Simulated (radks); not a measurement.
**Exchange and kinetic functionals tested on atomic densities: S⁴⁺, Fe¹⁶⁺, Xe, Ga¹⁹⁺, Mg⁸⁺, K⁴⁺**

Aim: take each self-consistent density and evaluate many functionals on it, against the exact exchange and kinetic energies of the same orbitals. Every spin shell is full or empty, so the densities are truly spherical.

The numbers are computed with radks (a radial shooting solver on a logarithmic mesh, Libxc functionals) version 1 (non-relativistic Kohn-Sham, PBE, spin-polarised, spherical densities, point nucleus; open shells are filled with parallel spins first), except any that are marked as measured or tabulated.

## (1) Starting point

| Property | Result |
| --- | --- |
| species | S⁴⁺ ([Ne] 3s2), Fe¹⁶⁺ ([Ne]), Xe ([Xe]), Ga¹⁹⁺ ([Ne] 3s2), Mg⁸⁺ ([He] 2s2), K⁴⁺ ([Ne] 3s2 3p3) |

In the logs a row gives level, spin channel, occupation and eigenvalue; Etot, Ekin, Encl (electron-nucleus), Eh (Hartree) and Exc are energies, all in hartree; err is the last residual, it the number of iterations.

## (2) S⁴⁺, [Ne] 3s2

The run's settings:

```text
Z 16
configuration [Ne] 3s2
relativity non-relativistic
functional pbe,pbe
spin polarised
nucleus point
```

The log of the run:

```text
1s      1   1.0000         -90.38887841
2s      1   1.0000          -9.91534964
2p      1   3.0000          -7.94308986
3s      1   1.0000          -2.41607611
1s      2   1.0000         -90.38887841
2s      2   1.0000          -9.91534964
2p      2   3.0000          -7.94308986
3s      2   1.0000          -2.41607611
Etot -393.6912828041152
Ekin 393.2800796014492
Encl -910.6715575340618
Eh 147.52949625425794
Exc -23.829301125760516
err 2.1506159336171876e-09
it 14
```

Highest occupied level: 3s at -65.745 eV. Exact exchange of these orbitals: -23.4997 hartree.

From the orbitals of this run (lengths in bohr):

```tsv
level	occupation	energy (eV)	<r>	outermost maximum (interpolated)	90 % within	nodes
1s	2	-2459.6	0.09728	0.0637	0.174	0
2s	2	-269.81	0.4791	0.389	0.750	1
2p	6	-216.14	0.4402	0.325	0.732	0
3s	2	-65.745	1.471	1.31	2.17	2
```

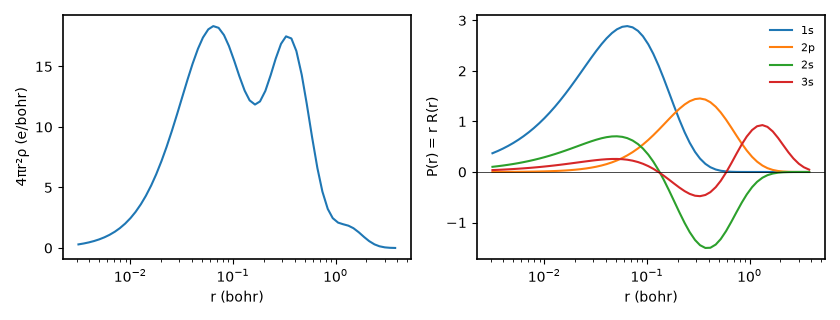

Radial density (left) and radial functions of outer levels (right).

## (3) Fe¹⁶⁺, [Ne]

The run's settings:

```text
Z 26
configuration [Ne]
relativity non-relativistic
functional pbe,pbe
spin polarised
nucleus point
```

The log of the run:

```text
1s      1   1.0000        -274.92408963
2s      1   1.0000         -48.54545099
2p      1   3.0000         -44.68493339
1s      2   1.0000        -274.92408963
2s      2   1.0000         -48.54545099
2p      2   3.0000         -44.68493339
Etot -1139.712077458079
Ekin 1139.3044000378895
Encl -2475.2160427827325
Eh 236.4598984609642
Exc -40.26033317420024
err 2.2145035210438255e-09
it 13
```

Highest occupied level: 2p at -1215.9 eV. Exact exchange of these orbitals: -40.2194 hartree.

## (4) Xe, [Xe]

The run's settings:

```text
Z 54
configuration [Xe]
relativity non-relativistic
functional pbe,pbe
spin polarised
nucleus point
```

The log of the run:

```text
1s      1   1.0000       -1209.94448528
2s      1   1.0000        -183.47527854
2p      1   3.0000        -172.65368842
3s      1   1.0000         -37.45699379
3p      1   3.0000         -32.88024999
3d      1   5.0000         -24.37065602
4s      1   1.0000          -6.69786321
4p      1   3.0000          -5.07313596
4d      1   5.0000          -2.28399812
5s      1   1.0000          -0.66464131
5p      1   3.0000          -0.30463806
1s      2   1.0000       -1209.94448528
2s      2   1.0000        -183.47527854
2p      2   3.0000        -172.65368842
3s      2   1.0000         -37.45699379
3p      2   3.0000         -32.88024999
3d      2   5.0000         -24.37065602
4s      2   1.0000          -6.69786321
4p      2   3.0000          -5.07313596
4d      2   5.0000          -2.28399812
5s      2   1.0000          -0.66464131
5p      2   3.0000          -0.30463806
Etot -7234.2332119826815
Ekin 7231.632563726171
Encl -17165.971863060822
Eh 2881.2598173678316
Exc -181.15373001586136
err 7.2881335920619125e-09
it 13
```

The top filled level is 5p, -8.290 eV. Exact exchange of these orbitals: -179.029 hartree.

## (5) Ga¹⁹⁺, [Ne] 3s2

The run's settings:

```text
Z 31
configuration [Ne] 3s2
relativity non-relativistic
functional pbe,pbe
spin polarised
nucleus point
```

The log of the run:

```text
1s      1   1.0000        -399.24745221
2s      1   1.0000         -72.40164442
2p      1   3.0000         -67.50543074
3s      1   1.0000         -27.13721432
1s      2   1.0000        -399.24745221
2s      2   1.0000         -72.40164442
2p      2   3.0000         -67.50543074
3s      2   1.0000         -27.13721432
Etot -1722.9629637327193
Ekin 1722.4912574116133
Encl -3729.2784584198353
Eh 335.49478121725474
Exc -51.67054394175224
err 1.064941750675299e-09
it 13
```

3s is the highest filled level (-738.44 eV). Exact exchange of these orbitals: -51.4775 hartree.

## (6) Mg⁸⁺, [He] 2s2

The run's settings:

```text
Z 12
configuration [He] 2s2
relativity non-relativistic
functional pbe,pbe
spin polarised
nucleus point
```

The log of the run:

```text
1s      1   1.0000         -57.69952814
2s      1   1.0000         -11.35514058
1s      2   1.0000         -57.69952814
2s      2   1.0000         -11.35514058
Etot -161.98503978218935
Ekin 161.88580185012466
Encl -341.05676570570813
Eh 26.431876841556903
Exc -9.245952768162802
err 1.0572403170358744e-10
it 13
```

2s is the highest filled level (-308.99 eV). Exact exchange of these orbitals: -9.22438 hartree.

## (7) K⁴⁺, [Ne] 3s2 3p3

The run's settings:

```text
Z 19
configuration [Ne] 3s2 3p3
relativity non-relativistic
functional pbe,pbe
spin polarised
nucleus point
```

The log of the run:

```text
1s      1   1.0000        -131.23527514
2s      1   1.0000         -15.21133057
2p      1   3.0000         -12.63679737
3s      1   1.0000          -3.34830624
3p      1   3.0000          -2.69556559
1s      2   1.0000        -131.20181026
2s      2   1.0000         -15.18115002
2p      2   3.0000         -12.59376814
3s      2   1.0000          -3.15242932
3p      2   0.0000          -2.50699485
Etot -594.4723277493773
Ekin 593.9529282820918
Encl -1377.502280968146
Eh 220.61487349654357
Exc -31.53784855986679
err 2.493786505292341e-10
it 14
```

3p up is the highest filled level (-73.350 eV). Exact exchange of these orbitals: -31.1389 hartree.

## (8) All runs together

```tsv
error in magnitude (%)	S⁴⁺	Fe¹⁶⁺	Xe	Ga¹⁹⁺	Mg⁸⁺	K⁴⁺
exchange, LDA	-8.19	-8.29	-4.73	-7.77	-12.56	-7.72
exchange, PBEsol	-3.55	-3.81	-2.23	-3.43	-5.16	-3.41
exchange, RPBE	+0.10	-0.34	-0.27	-0.03	+0.58	-0.03
exchange, PW91	-0.09	-0.54	-0.02	-0.16	-0.59	-0.14
exchange, SOGGA	-3.59	-3.87	-2.24	-3.48	-5.30	-3.45
exchange, B86b	+0.14	-0.33	-0.03	+0.04	-0.06	+0.05
exchange, TPSS	+0.26	-0.07	-0.33	+0.10	+0.55	+0.16
exchange, r2SCAN	-0.02	-0.02	-0.13	-0.14	-0.50	-0.02
exchange, Tao-Mo	-0.08	-0.54	-0.84	-0.33	+0.70	-0.22
kinetic, Thomas-Fermi	-7.33	-6.50	-5.19	-6.73	-10.90	-7.04
kinetic, von Weizsacker	-38.33	-41.47	-59.48	-43.97	-11.93	-41.69
kinetic, TF + vW	+54.34	+52.03	+35.33	+49.31	+77.17	+51.26
kinetic, TF + vW/9	-0.47	+0.00	-0.68	-0.50	-1.12	-0.56
kinetic, revAPBEK	+0.70	+1.07	+0.27	+0.62	-0.28	+0.59
kinetic, Thakkar	+0.01	+0.35	-0.61	-0.11	-0.89	-0.12
kinetic, PG1	+25.39	+24.60	+14.60	+22.46	+42.27	+23.48
kinetic, DePristo-Kress	+0.09	+0.68	-0.12	+0.11	-2.31	+0.06
kinetic, Ernzerhof	+0.18	+0.80	-0.42	+0.07	+0.81	+0.02
```

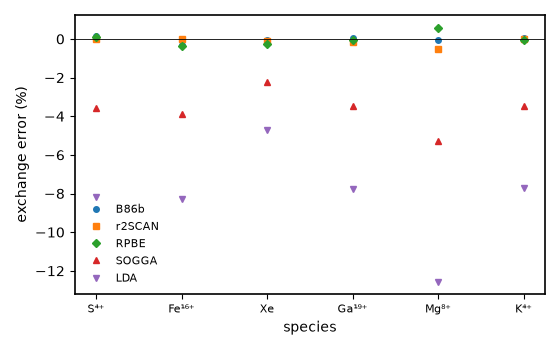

Error of five exchange functionals by species.

Negative means that the magnitude is too small. For exchange the mean absolute error is least for B86b (0.11 %) and largest for LDA (8.21 %). Among the orbital-free kinetic functionals Thakkar (0.35 %) does best and TF + vW (53.24 %) worst. The functionals are evaluated on one density each, not self-consistently.
